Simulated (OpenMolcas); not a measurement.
# One shape, several levels: C3H4AlF (SMILES C#[C][Al]([CH3])[F])

Aim: a comparison of 6 runs (B2PLYP/cc-pVDZ, BHLYP/cc-pVDZ, PBE0/cc-pVDZ, r2SCAN/cc-pVDZ, revPBE/cc-pVDZ, MP2/cc-pVDZ) of C3H4AlF. 

Program for the calculation: OpenMolcas 26.06.

## 1. The structure to begin with

C3H4AlF: 9 atoms, total charge 0, spin state singlet. SMILES: `C#[C][Al]([CH3])[F]`. The C4–H8 distance was set to 1.969 Å, away from the relaxed value. At this shape a bond of the SMILES string is far longer than usual.

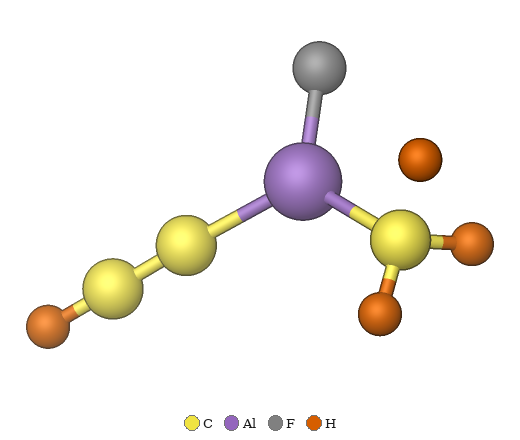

Viewed from a chosen angle; carbon yellow, aluminium purple, fluorine grey, hydrogen orange.

## 2. The energy at B2PLYP/cc-pVDZ (run 1)

File mol.xyz:

```xyz
9

C     -0.375022     3.375962     0.118927
C     -0.284322     2.237362    -0.280273
Al    -0.183222     0.427762    -0.851873
C     -1.028222    -1.056138     0.048827
F      0.696378     0.145762    -2.218673
H     -0.450622     4.382262     0.465127
H     -1.749422    -1.550838    -0.608873
H      0.298900    -2.419800     0.555700
H     -1.554422    -0.740038     0.952027
```

File job.inp:

```
&GATEWAY
 BasLib = $CurrDir
 Coord = mol.xyz
 Basis = cc-pVDZ
 Group = NoSym

&SEWARD
 GridInput
 Grid=UltraFine
 End of Grid

&SCF
 KSDFT = B2PLYP_SCF
 Thresholds = 1e-10 1e-07 1e-07 1e-05
 PrOrbitals = 1

&MBPT2
 Frozen = 9
```

The basis set cc-pVDZ is read from a file made from the Basis Set Exchange's data (not shown).

Launch:

```sh
$ export MOLCAS_MEM=1860
$ pymolcas job.inp > job.log
```

What it wrote:

```text
--- Start Module: gateway ---
[...]
--- Stop Module: gateway /rc=_RC_ALL_IS_WELL_ ---
[...]
      Basis functions           94
[...]
--- Start Module: scf ---
[...]
       Convergence after  15 Iterations
[...]
::    Total KS-DFT energy                            -458.3660668740
[...]
      Total spin, S                                     0.0000000000
[...]
      Total electronic charge=   44.000000
      Total            charge=   -0.000000
[...]
      Dipole Moment (debye):
      Origin of the operator (angstrom)=   -0.1796    0.7983   -0.7570
                   X= -1.8317E+00               Y=  1.0138E+00               Z=  1.5566E+00           Total=  2.6088E+00
      Quadrupole Moment (debye*angstrom):
[...]
--- Stop Module: scf /rc=_RC_ALL_IS_WELL_ ---
[...]
--- Start Module: mbpt2 ---
[...]
 ###    WARNING: MP2 implementation intended for RHF references only         ###
 ###############################################################################
MBPT2 WARNING: Reference function according to RunFile:KS-DFT
I'll assume you know what you're doing and continue
WARNING!
Default frozen orbitals as non valence orbitals is overwritten by user input.
Default values:   6
[...]
       Reference weight ( Cref**2 )         =        0.70714
::    Total MBPT2 energy                             -459.1766905159
[...]
      Total MBPT2 calculations                           0.43      0.48
--- Stop Module: mbpt2 /rc=_RC_ALL_IS_WELL_ ---
[...]
```

Wall time 40 s (1 thread of Intel Xeon Platinum 8259CL at 2.50GHz (Skylake/Cascade Lake), shared host); peak memory 0.52 GiB.

## 3. The energy at BHLYP/cc-pVDZ (run 2)

mol.xyz is that of step 2.

File mol.inp:

```
* C3H4AlF Kohn-Sham DFT
&GATEWAY
BASLIB = $CurrDir
COORD = mol.xyz
BASIS = cc-pVDZ
GROUP = NoSym
&SEWARD
GRIDINPUT
Grid=UltraFine
End of Grid
&SCF
KSDFT = HYB_GGA_XC_BHANDHLYP
THRESHOLDS = 1e-10 1e-07 1e-07 1e-05
PRORBITALS = 0
```

The basis set cc-pVDZ is read from a file made from the Basis Set Exchange's data (not shown).

Launch:

```sh
$ export MOLCAS_MEM=1860
$ pymolcas mol.inp > mol.log
```

What it wrote:

```text
--- Start Module: gateway ---
[...]
--- Stop Module: gateway /rc=_RC_ALL_IS_WELL_ ---
--- Start Module: seward ---
[...]
      Basis functions           94
--- Stop Module: seward /rc=_RC_ALL_IS_WELL_ ---
[...]
--- Start Module: scf ---
[...]
       Convergence after  15 Iterations
[...]
::    Total KS-DFT energy                            -458.7888469581
[...]
      Total spin, S                                     0.0000000000
[...]
      Total electronic charge=   44.000000
      Total            charge=   -0.000000
[...]
      Dipole Moment (debye):
      Origin of the operator (angstrom)=   -0.1796    0.7983   -0.7570
                   X= -1.8033E+00               Y=  9.5847E-01               Z=  1.5759E+00           Total=  2.5795E+00
      Quadrupole Moment (debye*angstrom):
[...]
--- Stop Module: scf /rc=_RC_ALL_IS_WELL_ ---
[...]
```

It took 41 s on 1 thread of Intel Xeon Platinum 8259CL at 2.50GHz (Skylake/Cascade Lake), shared host; peak memory 0.52 GiB.

Runs 3 to 4 aren't shown in full; the table further down has their settings and results.

## 4. The energy at revPBE/cc-pVDZ (run 5)

File calc.input:

```
&gateway
baslib=$CurrDir
basisset
C.cc-pVDZ....
C1 -0.375022 3.375962 0.118927 angstrom
C2 -0.284322 2.237362 -0.280273 angstrom
C4 -1.028222 -1.056138 0.048827 angstrom
End of Basis
basisset
Al.cc-pVDZ....
Al3 -0.183222 0.427762 -0.851873 angstrom
End of Basis
basisset
F.cc-pVDZ....
F5 0.696378 0.145762 -2.218673 angstrom
End of Basis
basisset
H.cc-pVDZ....
H6 -0.450622 4.382262 0.465127 angstrom
H7 -1.749422 -1.550838 -0.608873 angstrom
H8 0.298900 -2.419800 0.555700 angstrom
H9 -1.554422 -0.740038 0.952027 angstrom
End of Basis
&seward
gridinput
Grid=UltraFine
End of Grid
&scf
ksdft=revPBE
thresholds=1e-10 1e-07 1e-07 1e-05
prorbitals=1 2
```

The basis set cc-pVDZ is read from a file made from the Basis Set Exchange's data (not shown).

Launch:

```sh
$ export MOLCAS_MEM=1860
$ pymolcas calc.input > calc.log
```

What it wrote:

```text
--- Start Module: gateway ---
[...]
--- Stop Module: gateway /rc=_RC_ALL_IS_WELL_ ---
--- Start Module: seward ---
[...]
      Basis functions           94
--- Stop Module: seward /rc=_RC_ALL_IS_WELL_ ---
[...]
--- Start Module: scf ---
[...]
       Convergence after  17 Iterations
[...]
::    Total KS-DFT energy                            -458.7858796334
[...]
      Total spin, S                                     0.0000000000
[...]
      Total electronic charge=   44.000000
      Total            charge=   -0.000000
[...]
      Dipole Moment (debye):
      Origin of the operator (angstrom)=   -0.1796    0.7983   -0.7570
                   X= -1.5553E+00               Y=  7.4179E-01               Z=  1.4284E+00           Total=  2.2382E+00
      Quadrupole Moment (debye*angstrom):
[...]
--- Stop Module: scf /rc=_RC_ALL_IS_WELL_ ---
[...]
```

It took 48 s on 1 thread of Intel Xeon Platinum 8259CL at 2.50GHz (Skylake/Cascade Lake), shared host; peak memory 0.52 GiB.

## 5. The energy at MP2/cc-pVDZ (run 6)

File mol.input:

```
* C3H4AlF MP2

&GATEWAY
 BASLIB
 $CurrDir
 COORD
 9
 angstrom
 C       -0.375022       3.375962       0.118927
 C       -0.284322       2.237362      -0.280273
 Al      -0.183222       0.427762      -0.851873
 C       -1.028222      -1.056138       0.048827
 F        0.696378       0.145762      -2.218673
 H       -0.450622       4.382262       0.465127
 H       -1.749422      -1.550838      -0.608873
 H        0.298900      -2.419800       0.555700
 H       -1.554422      -0.740038       0.952027
 BASIS
 cc-pVDZ
 GROUP
 NoSym

&SEWARD

&SCF
 THRESHOLDS
 1e-10 1e-07 1e-07 1e-05
 PRORBITALS
 1 1

&MBPT2
 FROZEN
 9
```

The basis set cc-pVDZ is read from a file made from the Basis Set Exchange's data (not shown).

Launch:

```sh
$ export MOLCAS_MEM=1860
$ pymolcas mol.input > mol.log
```

What it wrote:

```text
--- Start Module: gateway ---
[...]
--- Stop Module: gateway /rc=_RC_ALL_IS_WELL_ ---
[...]
      Basis functions           94
[...]
--- Start Module: scf ---
[...]
       Convergence after  15 Iterations
[...]
::    Total SCF energy                               -457.1957700925
[...]
      Total spin, S                                     0.0000000000
[...]
      Total electronic charge=   44.000000
      Total            charge=   -0.000000
[...]
      Dipole Moment (debye):
      Origin of the operator (angstrom)=   -0.1796    0.7983   -0.7570
                   X= -2.0912E+00               Y=  1.3440E+00               Z=  1.5982E+00           Total=  2.9553E+00
      Quadrupole Moment (debye*angstrom):
[...]
--- Stop Module: scf /rc=_RC_ALL_IS_WELL_ ---
[...]
--- Start Module: mbpt2 ---
[...]
WARNING!
Default frozen orbitals as non valence orbitals is overwritten by user input.
Default values:   6
[...]
       Reference weight ( Cref**2 )         =        0.80390
::    Total MBPT2 energy                             -457.8434374745
[...]
      Total MBPT2 calculations                           0.43      0.50
--- Stop Module: mbpt2 /rc=_RC_ALL_IS_WELL_ ---
[...]
```

Wall time 12 s (1 thread of Intel Xeon Platinum 8259CL at 2.50GHz (Skylake/Cascade Lake), shared host); peak memory 0.52 GiB.

## 6. The series

```csv
run,level,frozen core orbitals,integration grid,energy (Eh),dipole moment (D) of the reference,HOMO energy (eV),LUMO energy (eV),wall time
1,B2PLYP/cc-pVDZ,9,UltraFine,-458.584935,2.61,-8.98,-1.15,40 s
2,BHLYP/cc-pVDZ,–,UltraFine,-458.788847,2.58,-9.06,-1.45,41 s
3,PBE0/cc-pVDZ,–,UltraFine,-458.541178,2.40,-8.14,-2.41,38 s
4,r2SCAN/cc-pVDZ,–,UltraFine,-458.762359,2.35,-7.26,-3.19,59 s
5,revPBE/cc-pVDZ,–,UltraFine,-458.785880,2.24,-6.93,-3.24,48 s
6,MP2/cc-pVDZ,9,–,-457.843437,2.96,-10.42,0.88,12 s
```

## 7. What came out

| quantity | value |
| --- | --- |
| run 6: total energy | -457.84344 Eh |
| run 6: dipole moment (mean-field density) | 2.96 D |
| run 6: HOMO energy (Hartree–Fock orbitals) | -10.42 eV |
| run 6: LUMO energy (Hartree–Fock orbitals) | 0.88 eV |
| run 6: HOMO–LUMO gap (Hartree–Fock orbitals) | 11.31 eV |
| run 6: correlation energy (9 core orbitals frozen) | -647.7 mEh |

Over runs 1, 2, 3, 4, 5 the dipole moment (its size) runs from 2.24 D (revPBE/cc-pVDZ) to 2.61 D (B2PLYP/cc-pVDZ). A double hybrid's value is that of its SCF part. Over runs 1, 2, 3, 4, 5 the HOMO–LUMO gap runs from 3.69 eV (revPBE/cc-pVDZ) to 7.83 eV (B2PLYP/cc-pVDZ). For B2PLYP the log adds the whole second-order term; the table takes 0.27 of it, as the functional is defined. Totals of different functionals can't be ranked against each other. All runs together took 4 min, the longest 59 s.
